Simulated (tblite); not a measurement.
## Geometry relaxation, with input and output: C₄H₃F₂N₂Si (part 1 of 2)

- system: C₄H₃F₂N₂Si, multiplicity 2, SMILES N#C[SiH2][CH]C(F)(F)C#N
- method: GFN2-xTB geometry optimisation, gas phase (tblite 0.8.0)

It belongs to a series of runs on one base structure; here: H removed from sp3 C.

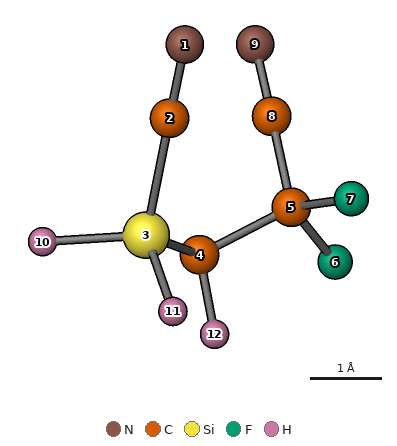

**Figure 1.** The structure as given in the input (ball-and-stick view, seen at a tilt; atoms are numbered from 1 in the order of the input). Bond lengths as drawn: C–C 1.45 to 1.49 Å, C–F 1.37 to 1.40 Å, C–H 1.14 Å, C–N 1.15 to 1.16 Å, C–Si 1.82 to 1.83 Å and H–Si 1.47 to 1.48 Å.

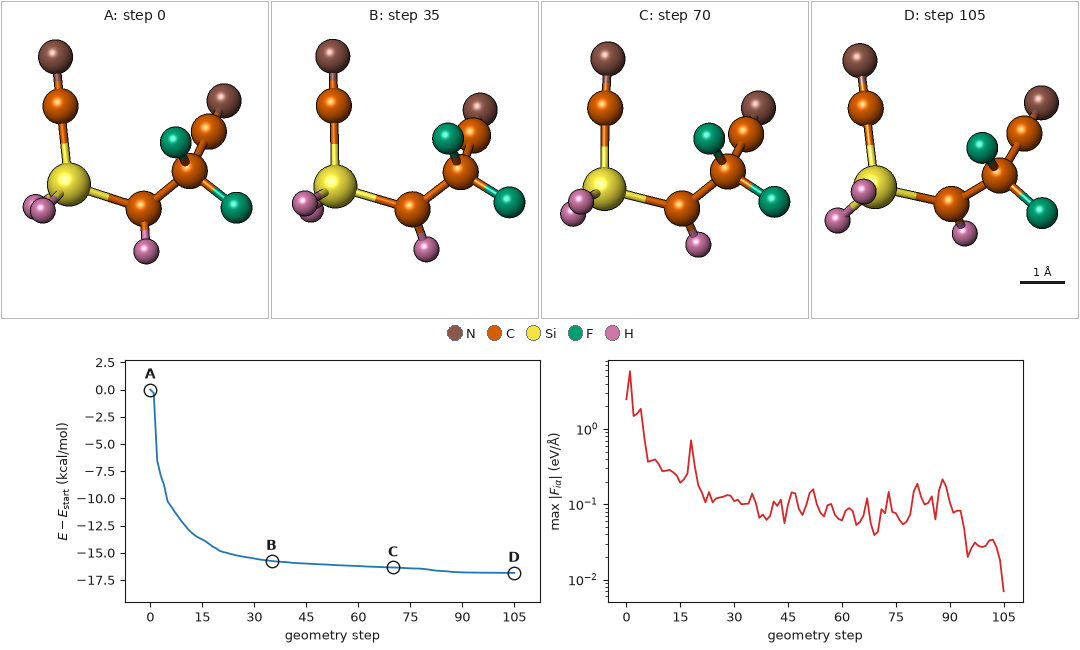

**Figure 2.** Frames of the relaxation (ball-and-stick view, seen at a tilt) above the curves, on which the letters mark them (steps are counted from 0).

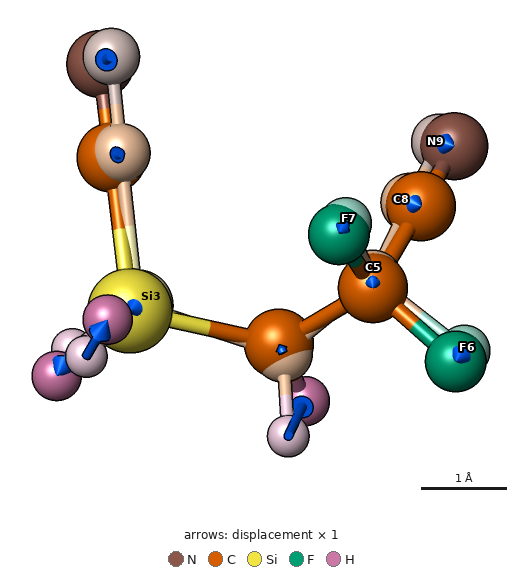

**Figure 3.** Start (faint) and end (solid) with the displacements as blue arrows, at true length (ball-and-stick view, seen at a tilt). The two geometries are laid on each other by the best rigid fit. H12 moves most after the best rigid fit: 1.46 Å. By element the largest moves are H 1.46 Å, N 0.44 Å, F 0.30 Å, C 0.24 Å, Si 0.22 Å. Among the contacts that change: C4–H12 1.145 → 1.077 Å, C2–Si3 1.820 → 1.878 Å, Si3–C4 1.828 → 1.855 Å, C5–F6 1.397 → 1.371 Å. Among the angles that change: Si3–C4–H12 105.1° → 124.4°, H10–Si3–H11 106.0° → 116.6°, C2–Si3–C4 113.8° → 105.2°. Over 105 geometry steps the energy falls by 16.8 kcal/mol. Largest force component: 2.5 eV/Å at the start, 0.007 eV/Å at the end. (Atoms are counted from 1 in the order of the input.)

These pictures come from the run below.

**Input**
```
{"job": {"kind": "relax", "xc": "GFN2-xTB", "basis": "xTB"}, "charge": 0, "multiplicity": 2}
N     -1.152700     2.792100    -0.526900
C     -1.300600     1.662600    -0.386400
Si    -1.522000    -0.129300    -0.157700
C      0.046200    -1.066500    -0.110100
C      1.227500    -0.385000     0.483000
F      2.066800    -1.410500     0.926400
F      0.967900     0.459300     1.530200
C      1.947600     0.286100    -0.587700
N      2.518700     0.806300    -1.448500
H     -2.289700    -0.598600    -1.328500
H     -2.343400    -0.448200     1.018200
H     -0.165100    -1.968900     0.562000
```

The first line tells a small driver script what to run in tblite; the rest is the geometry in Å.

Run as:
```bash
OMP_NUM_THREADS=1 python <driver script> task.json out
```

**The program's output**
```
step      E/eV     max force
  0    -732.55766    2.624
  1    -732.57180    7.616
  2    -732.84059    1.579
  3    -732.89912    1.623
  4    -732.93932    1.879
  5    -733.00318    0.833
  6    -733.02278    0.429
  7    -733.04365    0.412
  8    -733.06259    0.417
  9    -733.08207    0.436
 10    -733.09846    0.404
 11    -733.11572    0.371
 12    -733.12865    0.369
 13    -733.13967    0.310
 14    -733.14823    0.254
 15    -733.15507    0.242
 16    -733.16286    0.246
 17    -733.17276    0.284
 18    -733.18345    0.714
 19    -733.19050    0.529
 20    -733.20002    0.199
 21    -733.20475    0.166
 22    -733.20789    0.148
 23    -733.21195    0.187
 24    -733.21528    0.167
 25    -733.21861    0.166
 26    -733.22132    0.140
 27    -733.22381    0.129
 28    -733.22605    0.137
 29    -733.22826    0.134
 30    -733.23077    0.150
 31    -733.23341    0.126
 32    -733.23550    0.113
 33    -733.23710    0.104
 34    -733.23880    0.127
 35    -733.24053    0.153
 36    -733.24207    0.120
 37    -733.24326    0.086
 38    -733.24421    0.079
 39    -733.24483    0.082
 40    -733.24644    0.085
 41    -733.24779    0.135
 42    -733.24891    0.102
 43    -733.24964    0.125
 44    -733.25024    0.075
 45    -733.25088    0.104
 46    -733.25166    0.153
 47    -733.25251    0.156
 48    -733.25325    0.096
 49    -733.25384    0.079
 50    -733.25435    0.137
 51    -733.25497    0.185
 52    -733.25581    0.201
 53    -733.25673    0.122
 54    -733.25742    0.086
 55    -733.25796    0.093
 56    -733.25851    0.140
 57    -733.25909    0.143
 58    -733.25973    0.107
 59    -733.26030    0.070
 60    -733.26086    0.078
 61    -733.26154    0.105
 62    -733.26233    0.125
 63    -733.26299    0.101
 64    -733.26345    0.062
 65    -733.26392    0.076
 66    -733.26451    0.084
 67    -733.26518    0.141
 68    -733.26579    0.073
 69    -733.26621    0.062
 70    -733.26644    0.055
 71    -733.26686    0.090
 72    -733.26756    0.094
 73    -733.26849    0.162
 74    -733.26926    0.087
 75    -733.26990    0.087
 76    -733.27035    0.069
 77    -733.27067    0.058
 78    -733.27123    0.063
 79    -733.27252    0.086
 80    -733.27413    0.158
 81    -733.27640    0.196
 82    -733.27827    0.132
 83    -733.27970    0.105
 84    -733.28046    0.128
 85    -733.28129    0.146
 86    -733.28228    0.087
 87    -733.28398    0.205
 88    -733.28476    0.234
 89    -733.28537    0.239
 90    -733.28608    0.141
 91    -733.28639    0.112
 92    -733.28659    0.097
 93    -733.28677    0.102
 94    -733.28689    0.054
 95    -733.28706    0.025
 96    -733.28725    0.036
 97    -733.28734    0.038
 98    -733.28741    0.030
 99    -733.28747    0.029
100    -733.28755    0.036
101    -733.28766    0.043
102    -733.28782    0.042
103    -733.28796    0.030
104    -733.28803    0.019
105    -733.28805    0.010
```

**Trajectory as extended XYZ (Å, eV, eV/Å), 18 of the 106 frames kept, from step=0 to step=105**
```
12
Properties=species:S:1:pos:R:3:forces:R:3 step=0 energy=-732.55766
N    -1.1527    2.7921   -0.5269   -0.0830  -0.3810   0.0340
C    -1.3006    1.6626   -0.3864    0.3420   1.4630  -0.0740
Si   -1.5220   -0.1293   -0.1577   -1.5980  -0.8230  -0.7860
C     0.0462   -1.0665   -0.1101   -0.3840  -0.7810   2.4760
C     1.2275   -0.3850    0.4830    0.7170  -1.1510  -0.6490
F     2.0668   -1.4105    0.9264   -0.0630   0.7380   0.4820
F     0.9679    0.4593    1.5302    0.0980  -0.4200  -0.1730
C     1.9476    0.2861   -0.5877    1.2070   1.4710  -1.5960
N     2.5187    0.8063   -1.4485   -1.0390  -0.9800   1.4540
H    -2.2897   -0.5986   -1.3285    0.1270   0.1140   0.0530
H    -2.3434   -0.4482    1.0182    0.1160   0.1760   0.1520
H    -0.1651   -1.9689    0.5620    0.5600   0.5750  -1.3730
12
Properties=species:S:1:pos:R:3:forces:R:3 step=6 energy=-733.02278
N    -1.1487    2.8172   -0.5291    0.0170  -0.3240   0.0680
C    -1.2866    1.6880   -0.3824   -0.0240   0.3230  -0.0740
Si   -1.6134   -0.1369   -0.1933   -0.0230  -0.0510   0.0210
C    -0.0148   -1.0497    0.0463   -0.0020  -0.1530   0.0720
C     1.2640   -0.4353    0.4555   -0.0980   0.1390   0.2190
F     2.1071   -1.3677    0.9840    0.1020   0.0490  -0.1020
F     0.9950    0.4210    1.5066    0.2100   0.2750   0.1780
C     1.9607    0.3136   -0.6009   -0.1870  -0.3670   0.1200
N     2.5174    0.8126   -1.4587    0.0760   0.1800  -0.1680
H    -2.3097   -0.6095   -1.3837    0.0050   0.0140  -0.1010
H    -2.3475   -0.4243    1.0434   -0.1480   0.1740   0.0200
H    -0.1224   -2.0296    0.4863    0.0720  -0.2610  -0.2520
12
Properties=species:S:1:pos:R:3:forces:R:3 step=12 energy=-733.12865
N    -1.1257    2.8003   -0.5156   -0.0480  -0.2380   0.0140
C    -1.3079    1.6751   -0.3939    0.1210   0.0240   0.0230
Si   -1.6215   -0.1622   -0.1878   -0.1400   0.2500   0.0840
C    -0.0306   -1.0629    0.1358    0.0180  -0.2030   0.1200
C     1.2456   -0.4234    0.5113    0.0590   0.0490   0.0320
F     2.1431   -1.3333    0.9809    0.0270  -0.1420   0.2120
F     1.0972    0.5024    1.5311   -0.0350  -0.1520  -0.1530
C     1.9054    0.2614   -0.6149   -0.1450   0.1490   0.0930
N     2.4755    0.8073   -1.4356   -0.0180  -0.0200  -0.1860
H    -2.2949   -0.5990   -1.4139    0.0950  -0.0560   0.0510
H    -2.4176   -0.3333    1.0392   -0.0570   0.0540  -0.0920
H    -0.0673   -2.1331    0.3374    0.1230   0.2860  -0.1990
12
Properties=species:S:1:pos:R:3:forces:R:3 step=19 energy=-733.19050
N    -1.1036    2.7653   -0.5156    0.0980   0.0490  -0.0300
C    -1.2400    1.6384   -0.3735   -0.0640  -0.0060   0.0560
Si   -1.6330   -0.1694   -0.1197    0.0450   0.0240   0.0170
C    -0.0349   -1.0609    0.2347    0.0710   0.0770  -0.2210
C     1.2522   -0.4164    0.5796   -0.0300   0.0380  -0.0740
F     2.1459   -1.3363    1.0591   -0.0240   0.1850  -0.0600
F     1.1381    0.5343    1.5583   -0.0490  -0.0800  -0.0190
C     1.8421    0.2495   -0.6149    0.1900   0.0040  -0.0420
N     2.3410    0.7618   -1.5072   -0.3270  -0.2650   0.3200
H    -2.1963   -0.6380   -1.3915    0.0300  -0.0570   0.0820
H    -2.5734   -0.2055    1.0085    0.0950  -0.0600  -0.0390
H     0.0630   -2.1235    0.0562   -0.0350   0.0910   0.0100
12
Properties=species:S:1:pos:R:3:forces:R:3 step=25 energy=-733.21861
N    -1.0678    2.7733   -0.5274    0.0700   0.0460   0.0160
C    -1.2367    1.6555   -0.3518   -0.0430   0.0570  -0.0420
Si   -1.6294   -0.1492   -0.1102    0.1200  -0.1150  -0.0060
C    -0.0150   -1.0367    0.1659    0.0610  -0.0560   0.0990
C     1.2525   -0.4082    0.5940   -0.0010   0.0120  -0.0330
F     2.1432   -1.3224    1.0817   -0.0590   0.0420   0.0600
F     1.0950    0.5238    1.5817   -0.0350  -0.0400   0.0010
C     1.8531    0.2449   -0.5872   -0.0860   0.0100  -0.0470
N     2.2748    0.7208   -1.5342   -0.0070  -0.0350   0.0230
H    -2.1705   -0.6752   -1.3606   -0.0720  -0.0010  -0.0610
H    -2.5699   -0.2232    1.0098    0.0720  -0.0270   0.0530
H     0.0718   -2.1042    0.0123   -0.0200   0.1080  -0.0610
12
Properties=species:S:1:pos:R:3:forces:R:3 step=31 energy=-733.23341
N    -1.0095    2.7771   -0.5209   -0.0300  -0.0080   0.0150
C    -1.2460    1.6693   -0.3589    0.0950  -0.0800  -0.0240
Si   -1.6098   -0.1503   -0.1161   -0.1090   0.0240  -0.0540
C    -0.0033   -1.0369    0.1730   -0.0730  -0.0160  -0.0640
C     1.2458   -0.3982    0.6217   -0.0450  -0.0700   0.0390
F     2.1397   -1.2926    1.1313    0.0550  -0.0390   0.0100
F     1.0598    0.5254    1.6047   -0.0160   0.1150  -0.0180
C     1.8167    0.2327   -0.5832    0.0320   0.0710  -0.0090
N     2.2111    0.6775   -1.5577   -0.0290  -0.0430   0.0480
H    -2.1736   -0.6949   -1.3551   -0.0070   0.0600   0.0300
H    -2.5268   -0.2318    1.0237    0.0570  -0.0080   0.0380
H     0.0971   -2.0780   -0.0883    0.0680  -0.0060  -0.0110
```
